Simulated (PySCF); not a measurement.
## Electronic structure of H₆O₃Pb (charge +2) in real space

```xyz
10

Pb    0.0000    0.0000    0.0000
O     2.4628    0.0000    0.0000
H     3.0553    0.6475    0.4211
H     3.0553   -0.6474   -0.4211
O    -1.2314    2.1329    0.0000
H    -2.0884    2.3222    0.4211
H    -0.9670    2.9697   -0.4211
O    -1.2314   -2.1329    0.0000
H    -0.9669   -2.9697    0.4211
H    -2.0883   -2.3223   -0.4211
```

Core potentials replace the inner electrons of Pb.

All numbers below come from PySCF 2.14.0, RKS PBE0, Pb def2-SVP with ECP60, O def2-SVP, H def2-SVP; non-relativistic Hamiltonian with scalar-relativistic core potentials where named; density fitting.

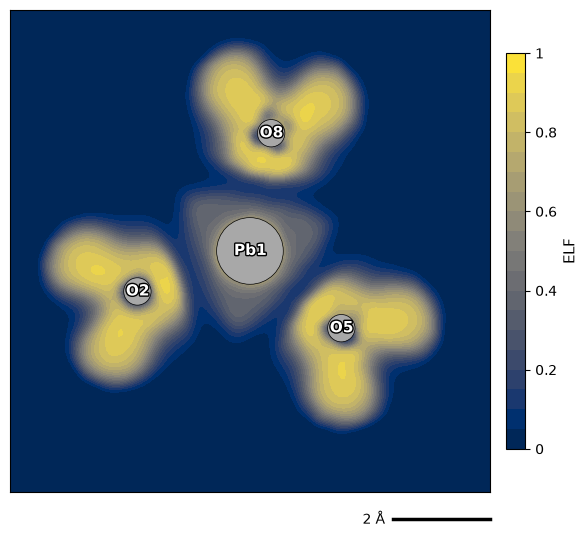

Figure 1. ELF on the plane of atoms O2, Pb1 and O5. Grey discs cover the atomic cores.

What does the map show?

- The section cuts through Pb and O sites.
- Pb–O (2.46 Å): the ELF is about 0.15 at the midpoint.

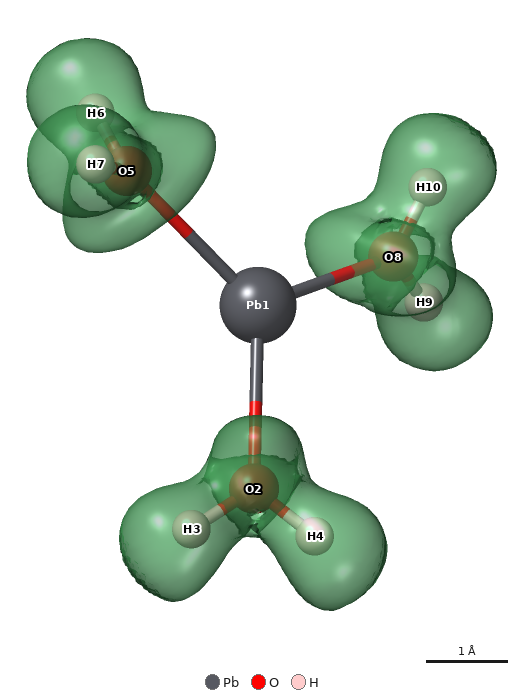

Figure 2. Isosurface of the electron localisation function at 0.75 (green), seen at an oblique angle. Only the valence region is drawn (cores and ρ < 0.01 e/Å³ removed).

Identify the bonds, lone pairs and shells in this picture.

The surface consists of three joined regions spread over several atoms (H, O), in which their bonds and any lone pairs are merged. Along the contacts the grid gives the following. O–H (0.97 Å): the ELF climbs to about 1 towards the hydrogen, as it does in any bond to H; a covalent bond by its length.

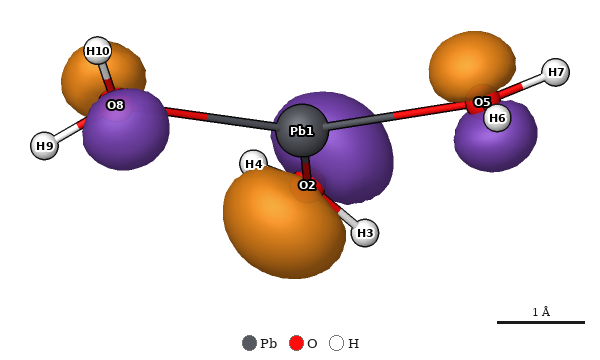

Figure 3. The HOMO at ±0.2 Å⁻³ᐟ² (orange and purple are the two phases), seen from one side.

Describe this orbital and give its energy.

Its weight (Hirshfeld) is mainly on O2 (about 60 %), O5 (about 15 %) and O8 (about 15 %). It is one of a degenerate set, so its orientation is arbitrary. Its energy is −18.94 eV.
